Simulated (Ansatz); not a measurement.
CH2AlClSi

Input

```
crystal:
  periodic: [false, false, false]
  atoms:
    - {symbol: C, position_ang: [1.652332, -0.095609, 0.219778]}
    - {symbol: Al, position_ang: [0.835546, 0.471622, -1.413636]}
    - {symbol: Cl, position_ang: [1.455961, 2.412133, -2.059821]}
    - {symbol: Si, position_ang: [2.695028, 1.156954, 0.737469]}
    - {symbol: H, position_ang: [1.365335, -1.088537, 0.592925]}
    - {symbol: H, position_ang: [-0.208011, -0.308375, -2.303425]}
basis:
  gaussian:
    orbitals: def2-TZVPD
hamiltonian:
  xc: pbe0
output:
  forces: true
  orbitals: {seedname: orbitals}
```

Launched as:

```sh
ansatz run input.yaml --threads 1 --pin off --max-ram 2610MiB --events-out events.jsonl --progress --plain --runs-dir runs
```

Geometry: r2SCAN-D4/def2-SVP.

All numbers below come from Ansatz, isolated molecule in a Gaussian basis; Kohn-Sham density functional theory, functional PBE0.

What can the converged electron density and electron localisation function tell about the bonding?

Answer. C–Si (1.71 Å): the density is about 1.2 e/Å³ at the midpoint; the ELF peaks at about 0.90 between the atoms, as expected for localised, covalent bonding.
C–Al (1.91 Å): ρ at the midpoint is about 0.7 e/Å³; the ELF peaks at about 0.90 between the atoms (a polar covalent bond).
Al–Cl (2.14 Å): ρ at the midpoint is about 0.69 e/Å³; the ELF peaks at about 0.85 in the valence shell of Cl, 0.9 Å from its nucleus, and is about 0.80 at the midpoint.
C–H (1.10 Å): the density is about 1.9 e/Å³ at the midpoint; the ELF climbs to about 1 towards the hydrogen, as it does in any bond to H (an ordinary covalent bond to hydrogen).

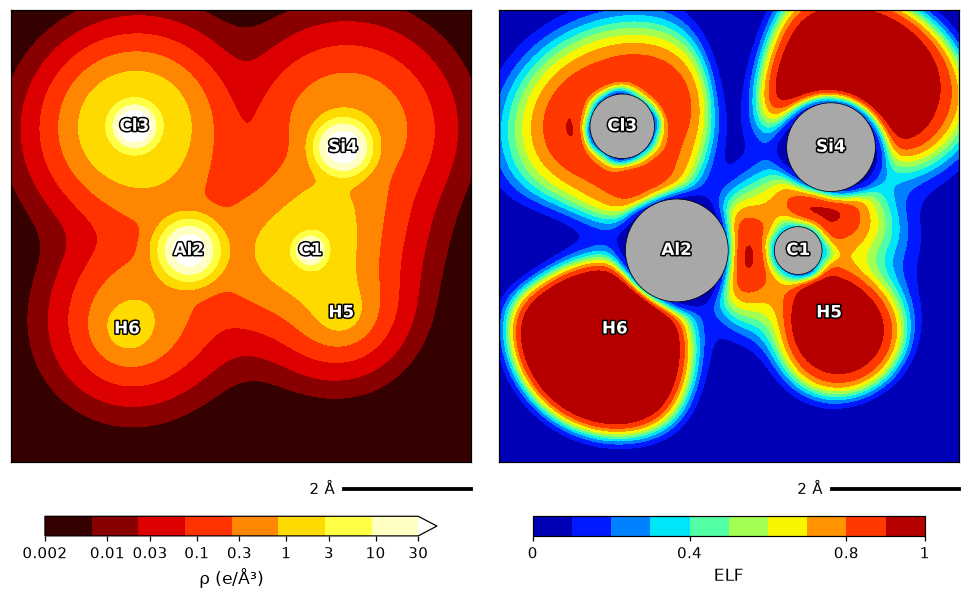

Computed electron density and electron localisation function on the molecular plane, in this order. Grey discs cover the atomic cores in the ELF map. 
